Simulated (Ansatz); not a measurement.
# BPd3C (built on the sites of a database entry of AlPt3C): a soft mode frozen in

Which phase does BPd3C (built on the sites of a database entry of AlPt3C) fall into along its unstable mode, and how much energy does it gain?

Main program and level: Ansatz 0.2.0; DFT PBEsol, scalar-relativistic, plane waves, PAW.

The structure was built from a prototype and need not be the compound's stable phase.

## (1) Starting point

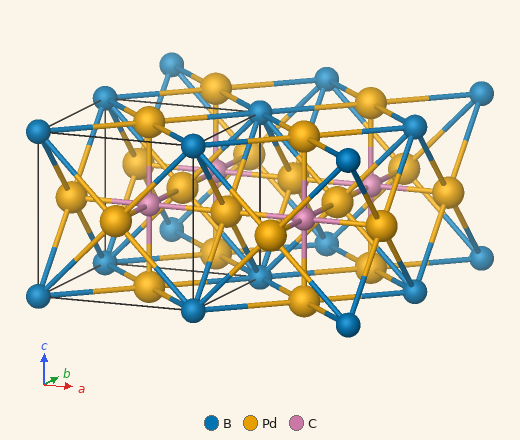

Start, viewed slightly off an axis; boron blue, palladium orange, carbon pink. 2×2×1 cells are drawn. Some periodic images of atoms are drawn too.

## (2) The dispersion

The cell comes from relaxations at this level that are not shown. Stability and thermal properties need the whole zone. Linear response on a 2×2×2 q mesh gives force constants as far as a supercell of that size would.

input.yaml

```yaml
crystal:
  lattice:
    - [4.0038716247, 0.0, 0.0]
    - [0.0, 4.0038716247, 0.0]
    - [0.0, 0.0, 4.0038716247]
  atoms:
    - { symbol: B, position: [0.0, 0.0, 0.0] }
    - { symbol: Pd, position: [0.0, 0.5, 0.5] }
    - { symbol: Pd, position: [0.5, 0.0, 0.5] }
    - { symbol: Pd, position: [0.5, 0.5, 0.0] }
    - { symbol: C, position: [0.5, 0.5, 0.5] }
kpoints:
  mp_grid: { grid: [8, 8, 8] }
hamiltonian:
  xc: pbesol
scf:
  occupations: { method: methfessel_paxton, width: 0.15 }
output:
  eigenvalues: true
phonons:
  method: dfpt
  qmesh: [2, 2, 2]
  temperatures: { t_max: 1000, t_step: 50 }
  qpath:
    path:
      - [[0.0, 0.0, 0.0], [0.0, 0.5, 0.0], [0.5, 0.5, 0.0], [0.0, 0.0, 0.0], [0.5, 0.5, 0.5], [0.0, 0.5, 0.0]]
      - [[0.5, 0.5, 0.5], [0.5, 0.5, 0.0]]
    npoints: 10
```

Run with:

```sh
$ ansatz run input.yaml --threads 8 --pin off --max-ram 14336MiB --backend cpu --events-out ev --progress --plain --runs-dir out
```

Numbers of over 12 decimals in the logs are rounded to 6 here.

The program printed:

```text
Engine: ansatz 0.2.0, aarch64-unknown-linux-gnu
Pseudopotentials: kind: paw
Pseudopotential: B, paw, valence charge 3, recommended cutoff 420 eV (normal), B.paw.azcp
Pseudopotential: Pd, paw, valence charge 18, recommended cutoff 420 eV (normal), Pd.paw.azcp
Pseudopotential: C, paw, valence charge 4, recommended cutoff 420 eV (normal), C.paw.azcp
Functional definition: PBEsol
  exchange = pbesol_x
  correlation = pbesol_c
Crystal: 5 atoms, lattice volume = 64.186 Å³
Basis set: ecut = 420 eV, 1237 PW (Γ), exchange–correlation on 54×54×54 points (8 copies of the dense FFT grid, shifted against one another)
Bands: 37, of which v1, the nominal top of the filled ones, is band 31 counted from 1 (30 counted from 0)
Symmetry: 48 space group operations
k-points: 35 of 512
Non-local potential: B, projectors of the file, l = 0: 2, l = 1: 2, l = 2: 1
Non-local potential: Pd, projectors of the file, l = 0: 2, l = 1: 2, l = 2: 2, l = 3: 1
Non-local potential: C, projectors of the file, l = 0: 2, l = 1: 2, l = 2: 1
PAW form: soft (Blöchl's): semilocal exchange-correlation on the pseudo side does not see the compensation charge
PAW frozen core: B, regenerated for the run's functional, and the local potential with it (the file was generated under x = pbe(κ = 0.804, μ = 0.219515), c = pbe(β = 0.066725))
PAW frozen core: Pd, regenerated for the run's functional, and the local potential with it (the file was generated under x = pbe(κ = 0.804, μ = 0.219515), c = pbe(β = 0.066725))
PAW frozen core: C, regenerated for the run's functional, and the local potential with it (the file was generated under x = pbe(κ = 0.804, μ = 0.219515), c = pbe(β = 0.066725))
PAW one-centre angular grid: B, 110 points (default); XC on 64 Gauss nodes
PAW one-centre angular grid: Pd, 590 points (default); XC on 64 Gauss nodes
PAW one-centre angular grid: C, 110 points (default); XC on 64 Gauss nodes
Initial density: superposition of atomic densities (neutral atoms: chi_scale 0, normalization atom), corrected by the library's trained network
Initial wavefunctions: pseudopotential atomic-orbital guess
Functional: x = pbesol(κ = 0.804, μ = 0.123457), c = pbesol(β = 0.046)
SCF iter   1: F=—  HF=-21114.768589 eV  |F-HF|=—  |Δ(HF+E_count)|=         —  Δρ=1.22e-2  dr2=1.20e-1  ethr=1.77e-3  ⟨swp⟩=5.0  Hψ=4912  notcnv=0
preconditioner: auto → Kerker (q_TF=auto, 2.705 Å⁻¹)  [metal: Δε(μ)=0.052 eV  Ē_g=7.855 eV  σ=0.150 eV  W_gap=0.28  n_scr=18 (ndim 8)  ℏωp=28.2 eV  f_vac=0.000  D(μ)=3.15/eV (n_scr^D=26)]
SCF iter   2: F=—  HF=-21114.748699 eV  |F-HF|=—  |Δ(HF+E_count)|=   1.99e-2  S|Δr|=    0.00e0  Δρ=6.81e-3  dr2=4.10e-2  ethr=1.97e-4  ⟨swp⟩=1.0  Hψ=1575  notcnv=0
SCF iter   3: F=—  HF=-21114.738737 eV  |F-HF|=—  |Δ(HF+E_count)|=   9.96e-3  S|Δr|=    0.00e0  Δρ=7.69e-4  dr2=2.61e-4  ethr=6.72e-5  ⟨swp⟩=2.0  Hψ=1776  notcnv=0
SCF iter   4: F=—  HF=-21114.738691 eV  |F-HF|=—  |Δ(HF+E_count)|=   4.55e-5  S|Δr|=    0.00e0  Δρ=2.64e-4  dr2=5.01e-5  ethr=4.27e-7  ⟨swp⟩=2.1  Hψ=1989  notcnv=0
SCF iter   5: F=—  HF=-21114.738683 eV  |F-HF|=—  |Δ(HF+E_count)|=   8.36e-6  S|Δr|=    0.00e0  Δρ=5.59e-5  dr2=1.62e-6  ethr=8.22e-8  ⟨swp⟩=2.4  Hψ=1840  notcnv=0
SCF iter   6: F=—  HF=-21114.738690 eV  |F-HF|=—  |Δ(HF+E_count)|=   6.98e-6  S|Δr|=    0.00e0  Δρ=1.48e-5  dr2=2.08e-7  ethr=2.66e-9  ⟨swp⟩=2.0  Hψ=1619  notcnv=0  defer=1
SCF iter   7: F=—  HF=-21114.738690 eV  |F-HF|=—  |Δ(HF+E_count)|=   1.95e-8  S|Δr|=    0.00e0  Δρ=3.29e-6  dr2=6.20e-9  ethr=3.40e-10  ⟨swp⟩=1.7  Hψ=1510  notcnv=0  defer=1
SCF iter   8: F=—  HF=-21114.738690 eV  |F-HF|=—  |Δ(HF+E_count)|=  2.69e-10  S|Δr|=    0.00e0  Δρ=5.64e-7  dr2=1.38e-10  ethr=1.02e-11  ⟨swp⟩=1.6  Hψ=1435  notcnv=0  defer=1
SCF iter   9: F=-21114.738690 eV  HF=-21114.738690 eV  |F-HF|=1.09e-11  |Δ(HF+E_count)|=  1.09e-11  S|Δr|=    0.00e0  Δρ=1.04e-7  dr2=7.14e-12  ethr=1.00e-12  ⟨swp⟩=9.4  Hψ=6035  notcnv=0
SCF 1 converged in 9 iterations: F = -21114.738690 eV  dr2 = 7.14e-12
  greatest PAW one-centre occupation: 0.999 electrons in one spin orbital (limit 2), on the Pd atom at site 2 (counted from 0), in its partial waves of l = 0
phonons: the bands overlap, so this run is a metal and interpolates without the dipole-dipole term. If the crystal is really an insulator or semiconductor, its LO-TO splitting is missing
NSCF: frozen V_eff on 35 k-points
WARN: eigensolver did not converge (k=4): 1 band(s) unlocked after 20 sweeps at ethr=1.36e-12 eV (storage-precision floor; scheduled 1.00e-12 eV) (lowest unlocked band 36, counted from 0; max residual 4.67e-6 eV among the unlocked bands, 4.67e-6 eV over every band; other slots of this pass that fall short are told together in one closing line; warning suppressed until the next SCF loop or pass starts)
NSCF: frozen V_eff on 125 k-points
DFPT response loops at q = (0, 0, 0) (fractional): preconditioner auto → Kerker (q_TF=auto, 2.705 Å⁻¹) (partly filled bands, converged f_vac=0.000); β = 1.00, the filter's whole step (`scf.mixing.beta` (0.50) is not read by the response loops under this deck's `scf.mixing.preconditioner`; to damp them name `kerker` or `kerker_dos`, under which they read `scf.mixing.beta`, and type it under 1.00, their step now; both keys bind the ground state too); Broyden in place of MSR1
NSCF: frozen V_eff on 250 k-points
DFPT response loops at q = (0, 0, -0.5) (fractional): mixed as the last ones told, above
NSCF: frozen V_eff on 250 k-points
DFPT response loops at q = (0, -0.5, -0.5) (fractional): mixed as the last ones told, above
NSCF: frozen V_eff on 250 k-points
DFPT response loops at q = (-0.5, -0.5, -0.5) (fractional): mixed as the last ones told, above
SCF converged after 9 iterations
Stability not checked: this state was not tested for a lower state beside it, because cold or Methfessel-Paxton smearing, or corrected tetrahedra, fill the levels in a way that the test cannot read (fill_not_monotonic; see scf.lower_state_search)
Free energy (F): -21114.738690 eV
Harris-Foulkes:  -21114.738690 eV  (|F-HF|=1.09e-11)
Internal energy: -21114.742141 eV  (E = F + TS)
E sigma→0 (E₀):  -21114.739553 eV
Entropy (-TS):   0.003451 eV (0.690 meV/atom)
Fermi energy:    16.123938 eV
--- Per-component energies (eV) ---
  E_band       = -595.536762
  E_kinetic    = 1664.957786
  E_local      = -6972.479147  (includes V_loc(G=0)·N_el)
  E_nonlocal   = 699.129395
  E_hartree    = 2867.990008
  E_xc         = -578.723481
  E_vxc        = -725.825512  (∫ρ·V_xc dr)
  E_paw        = -11224.935390  (= ΣΔE_a)
  E_vpaw       = -997.300174  (= ΣTr[D̂ρ^β])
  E_aug_tail   = 0.000637  (compensation charges beyond the density's cutoff)
  E_ewald      = -7571.625333
  E_core_change = 0.943384  (= ΣΔE_core)
  E_smearing   = 0.003451  (= −TS)
  E_closure    = 0.000000  (closes the sum)
  Σ components = -21114.738690   (vs F -21114.738690, Δ=0.00e0)
--- Band table (eV; the first three rows and the last of 35) ---
  k-point 0: bands = [... 27 lower, 15.0689, 15.0689, 15.0689, 15.2073, 16.8770, 16.8770, 16.8770, 17.0067, ... 2 higher]
  k-point 1: bands = [... 27 lower, 15.0691, 15.1081, 15.2592, 15.2592, 16.4705, 17.0806, 17.0806, 17.7518, ... 2 higher]
  k-point 2: bands = [... 27 lower, 14.8288, 15.0696, 15.7065, 15.7065, 16.6550, 17.5778, 17.5778, 18.3793, ... 2 higher]
  k-point 34: bands = [... 27 lower, 14.1610, 14.9808, 14.9808, 14.9808, 15.5653, 18.4970, 18.4970, 18.4970, ... 2 higher]
--- Phonons (Γ-DFPT): 4 representative perturbations + reference (Σ response iterations 14) ---
  ASR residual: 6.262e-5 → 0.000e0 eV/Å²; symmetrization residual: 4.958e-6 eV/Å²
  ASR residual per site (eV/Å²): 1.85e-5 6.26e-5 6.26e-5 6.26e-5 2.98e-5
  Γ frequencies (cm⁻¹): -294.90 -294.90 -294.90 -98.08 -98.08 -98.08 0.00 0.00 0.00 57.09 57.09 57.09 453.38 453.38 453.38
--- Phonons (arbitrary-q DFPT): 4 irreducible q on the 2×2×2 mesh ---
  q = [0.0000, 0.0000, 0.0000] (star 1, of the zone-centre solve; hermiticity 5.14e-7, symmetrization 1.16e-12): -294.90 -294.90 -294.90 -98.08 -98.08 -98.08 -0.00 -0.00 0.00 57.09 57.09 57.09 453.38 453.38 453.38
  q = [0.0000, 0.0000, -0.5000] (star 3, 9 solved perturbations in 975 linear systems a pass and spin channel, the states on 125 of 512 k-point pairs; hermiticity 4.79e-7, symmetrization 5.40e-12): -280.51 -280.51 -161.07 -126.96 -103.05 -103.05 -102.56 -79.90 -79.90 99.92 99.92 219.64 458.88 458.88 688.29
  q = [0.0000, -0.5000, -0.5000] (star 3, 9 solved perturbations in 975 linear systems a pass and spin channel, the states on 125 of 512 k-point pairs; hermiticity 3.61e-7, symmetrization 5.26e-12): -272.50 -237.59 -237.59 -135.14 -116.44 -114.56 -114.56 -57.74 -57.74 128.41 191.02 257.74 466.33 704.40 704.40
  q = [-0.5000, -0.5000, -0.5000] (star 1, 4 solved perturbations in 350 linear systems a pass and spin channel, the states on 125 of 512 k-point pairs; hermiticity 7.03e-9, symmetrization 5.00e-12): -252.92 -252.92 -252.92 -119.25 -119.25 -119.25 107.46 107.46 107.46 188.13 188.13 305.64 712.03 712.03 712.03
  sum rule: each row above includes the acoustic sum rule's correction from the zone centre's row sums; it moved no ω² by more than (0.82 cm⁻¹)²
  mesh force constants: q→R imaginary residual 3.77e-18; ASR residual 6.262e-5 → 0.000e0 eV/Å²; symmetrization residual 2.842e-14 eV/Å²
  interpolated dispersion: 62 rows × 15 modes
  density of states and harmonic sums: on the 16×16×16 q-mesh, interpolated from the force constants of a 2×2×2 supercell (no non-analytic term)
  largest difference from the sums on the solved wave vectors: F 5.22e-3 eV, S 6.56e-6 and C_V 1.29e-5 eV/K
  zero-point energy: 0.143847 eV/cell   skipped modes (ω ≤ 0): 1390, of them read as no rigid motion or as one in doubt: 1387 (8.514e0 modes/cell left out, lowest -294.90 cm⁻¹)   left out of the sums: 5.68e-1 of the cell's modes: C_V's classical limit lies that fraction below 3 k_B per atom; for a crystal, a wire or a layer, F and S can be off by more, and a phonons.interpolated_qmesh denser along its periods is the remedy for the sampling
```

Wall time 91 s (8 threads of Arm Neoverse V2, shared host); peak memory 1.1 GiB; 11 min of CPU time.

This step gave:

* volume per atom: 12.84 Å³
* gap on the k-mesh: 0 eV
* sum-rule residual before enforcement: 6.26e-5 eV/Å²
* lowest frequency on the path: -294.9 cm⁻¹
* point group: m-3m
* highest frequency on the path or at a solved wavevector: 712.0 cm⁻¹
* highest optical mode at the zone centre (no LO-TO term): 453.4 cm⁻¹
* lowest optical zone-centre mode: -294.9 cm⁻¹
* lowest mode on the q mesh (acoustic modes at Γ apart): -294.9 cm⁻¹

Frequencies (cm⁻¹) solved at each irreducible wavevector; negative means imaginary. Frequencies by wavevector, by row:

| q in reciprocal lattice units | star | mode 1 | mode 2 | mode 3 | mode 4 | mode 13 | mode 14 | mode 15 |
| --- | --- | --- | --- | --- | --- | --- | --- | --- |
| 0 0 0 | 1 | -294.9 | -294.9 | -294.9 | -98.1 | 453.4 | 453.4 | 453.4 |
| 0 0 -0.5 | 3 | -280.5 | -280.5 | -161.1 | -127 | 458.9 | 458.9 | 688.3 |
| 0 -0.5 -0.5 | 3 | -272.5 | -237.6 | -237.6 | -135.1 | 466.3 | 704.4 | 704.4 |
| -0.5 -0.5 -0.5 | 1 | -252.9 | -252.9 | -252.9 | -119.2 | 712 | 712 | 712 |

Interpolated from a 2×2×2 q mesh, rough between the solved points. The phonon branches at the labelled points (cm⁻¹):

```
    point  branch 1  branch 2  branch 3  branch 4  branch 12  branch 13  branch 14  branch 15
        Γ      -295      -295      -295       -98         57        453        453        453
        X      -280      -280      -161      -127        220        459        459        688
        M      -272      -238      -238      -135        258        466        704        704
        Γ      -295      -295      -295       -98         57        453        453        453
        R      -253      -253      -253      -119        306        712        712        712
        X      -280      -280      -161      -127        220        459        459        688
jump to R      -253      -253      -253      -119        306        712        712        712
        M      -272      -238      -238      -135        258        466        704        704
```

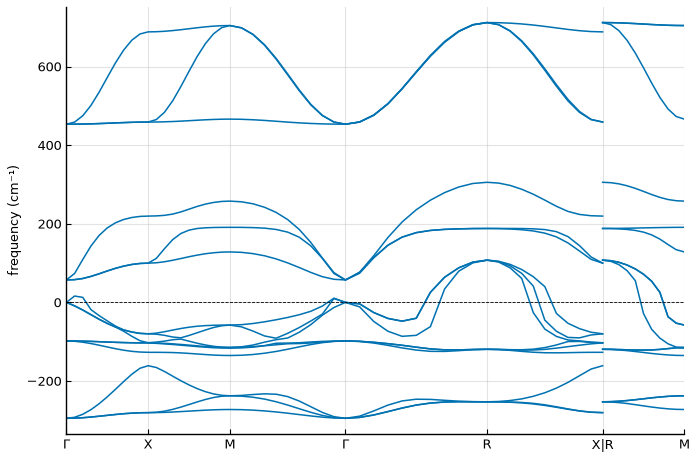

Phonon branches along the path.

Symmetry leaves 4 wavevectors to solve. The lowest mode among them, the acoustic zeros apart, lies at Γ and is imaginary, 294.9i cm⁻¹, so the energy falls along it.

## (3) The mode frozen in, largest atomic shift 0 Å

The mode followed lies at Γ with frequency 294.9i cm⁻¹ and is 3-fold degenerate, the softest among the wavevectors solved. At small amplitude the distorted cell has space group no. 160 by a symmetry search on the positions. The undistorted cell that holds it gives the zero of energy on the same k mesh.

input.yaml, the sections that differ from step 2:

```yaml
output:
  forces: true
  stress: true
  eigenvalues: true
# crystal, kpoints, hamiltonian, scf: as in step 2
# phonons: removed
```

The program printed:

```text
[...]
Crystal: 5 atoms, lattice volume = 64.186 Å³
Basis set: ecut = 420 eV, 1237 PW (Γ), exchange–correlation on 54×54×54 points (8 copies of the dense FFT grid, shifted against one another)
Bands: 37, of which v1, the nominal top of the filled ones, is band 31 counted from 1 (30 counted from 0)
Symmetry: 48 space group operations
[...]
k-points: 35 of 512
[...]
k-point 0: bands = [... 27 lower, 15.0689, 15.0689, 15.0689, 15.2073, 16.8770, 16.8770, 16.8770, 17.0067, ... 2 higher]
  k-point 1: bands = [... 27 lower, 15.0691, 15.1081, 15.2592, 15.2592, 16.4706, 17.0806, 17.0806, 17.7518, ... 2 higher]
  k-point 2: bands = [... 27 lower, 14.8288, 15.0696, 15.7065, 15.7065, 16.6550, 17.5778, 17.5778, 18.3793, ... 2 higher]
  k-point 34: bands = [... 27 lower, 14.1610, 14.9808, 14.9808, 14.9808, 15.5653, 18.4970, 18.4970, 18.4970, ... 2 higher]
[key lines of the parts left out:]
SCF converged after 7 iterations
Free energy (F): -21114.738690 eV
Fermi energy:    16.123944 eV
P = ⅓ Tr σ = 0.0025 GPa (0.025 kbar)
```

The job ended after 0.71 s (8 threads; peak memory 0.43 GiB; 4.1 s of CPU time).

This step gave:

- pressure: 0.002516 GPa
- energy from the undistorted cell: 0 meV/atom

The run ends at a pressure of 0.00 GPa.

## (4) The mode frozen in, largest atomic shift 0.6 Å

The atoms are moved along the unstable eigenvector, the largest shift by 0.6 Å, with the cell fixed.

input.yaml, the sections that differ from step 3:

```yaml
crystal:
  lattice:
    - [4.0038716247, 0.0, 0.0]
    - [0.0, 4.0038716247, 0.0]
    - [0.0, 0.0, 4.0038716247]
  atoms:
    - { symbol: B, position: [0.0865187983, -0.0865187983, -0.0865187983] }
    - { symbol: Pd, position: [0.0033411717, 0.5070195723, 0.5070195723] }
    - { symbol: Pd, position: [0.4929804277, -0.0033411717, 0.5070195723] }
    - { symbol: Pd, position: [0.4929804277, 0.5070195723, -0.0033411717] }
    - { symbol: C, position: [0.5169186641, 0.4830813359, 0.4830813359] }
# kpoints, hamiltonian, scf, output: as in step 3
```

The program printed:

```text
[...]
Crystal: 5 atoms, lattice volume = 64.186 Å³
Basis set: ecut = 420 eV, 1237 PW (Γ), exchange–correlation on 54×54×54 points (8 copies of the dense FFT grid, shifted against one another)
Bands: 37, of which v1, the nominal top of the filled ones, is band 31 counted from 1 (30 counted from 0)
Symmetry: 6 space group operations
[...]
k-points: 65 of 512 (time reversal used)
[...]
k-point 0: bands = [... 27 lower, 14.9531, 14.9531, 15.0128, 15.0710, 17.0526, 17.6767, 17.6767, 17.9887, ... 2 higher]
  k-point 1: bands = [... 27 lower, 14.9571, 14.9637, 15.1643, 15.2773, 16.8176, 17.8261, 17.8897, 18.3209, ... 2 higher]
  k-point 2: bands = [... 27 lower, 14.6770, 14.9597, 15.6192, 15.8007, 16.7819, 18.1913, 18.2751, 18.7645, ... 2 higher]
  k-point 64: bands = [... 27 lower, 14.5913, 14.8725, 14.8851, 14.8851, 16.0121, 18.2448, 18.2801, 18.2801, ... 2 higher]
[key lines of the parts left out:]
SCF converged after 7 iterations
Free energy (F): -21115.337129 eV
Fermi energy:    16.236658 eV
P = ⅓ Tr σ = 4.0701 GPa (40.701 kbar)
```

It took 1.6 s on 8 threads; peak memory 0.43 GiB.

Numbers from this step:

```yaml
pressure: 4.070 GPa
energy_from_the_undistorted_cell: -119.7 meV/atom
```

The energy, extrapolated to zero smearing, is -119.67 meV/atom against the undistorted cell.

The run ends at a pressure of 4.07 GPa, with forces up to 1.3 eV/Å.

## (5) Energy along the mode, all amplitudes (two of the runs are shown above)

An imaginary frequency means negative curvature, so the energy should fall and then rise again as anharmonic terms take over.

Numbers from this step:

```
depth at the lowest point sampled  : 119.7 meV/atom
largest atomic shift at that point : 0.6 Å
```

Table of energy from the parent by largest atomic shift:

| largest atomic shift (Å) | energy from the parent (meV/atom) |
| --- | --- |
| 0.000 | 0 |
| 0.040 | -0.658 |
| 0.080 | -2.63 |
| 0.140 | -7.99 |
| 0.220 | -19.4 |
| 0.320 | -39.9 |
| 0.450 | -74.5 |
| 0.600 | -120 |

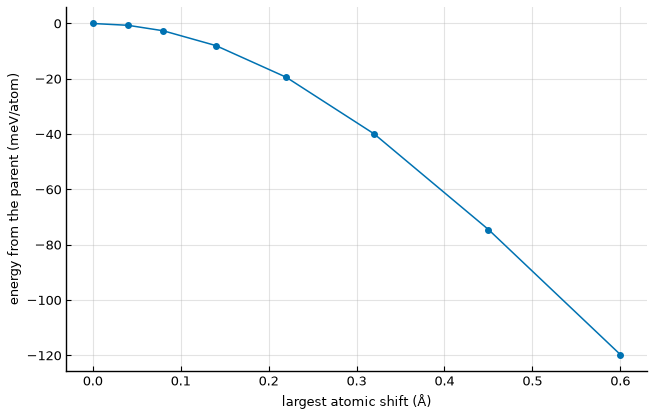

Energy from the parent, plotted against largest atomic shift.

Displacement at unit largest shift by atom:

```
atom   x (Å)   y (Å)   z (Å)   size
  B1   0.577  -0.577  -0.577  0.999
 Pd2   0.022   0.047   0.047  0.070
 Pd3  -0.047  -0.022   0.047  0.070
 Pd4  -0.047   0.047  -0.022  0.070
  C5   0.113  -0.113  -0.113  0.196
```

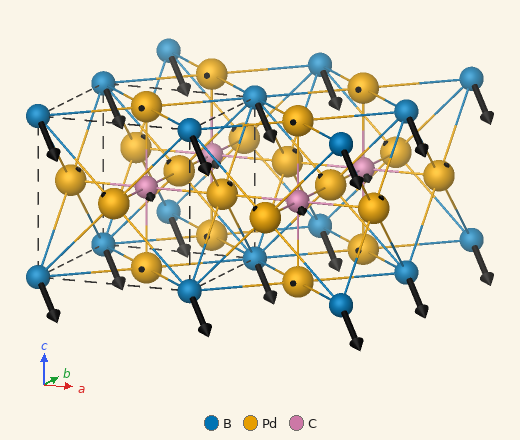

Displacement at unit largest shift as arrows, the longest 0.999 Å. 2×2×1 cells are drawn. Some periodic images of atoms are drawn too.

The lowest of the steps tried is the last one, at 0.6 Å, 120 meV/atom below the parent; the bottom of the well need not coincide with a step.

(Continued in part 2 of 3.)

[Logs are printed without paths, hosts, clocks, repeated set-up lines and the standing remarks that a program may print on its own settings, such as how far it seeks lower states.]

[Hosts, paths, dates, database ids (printed as entryN), source tags and the programs' standing remarks are cut or masked in the printed files.]
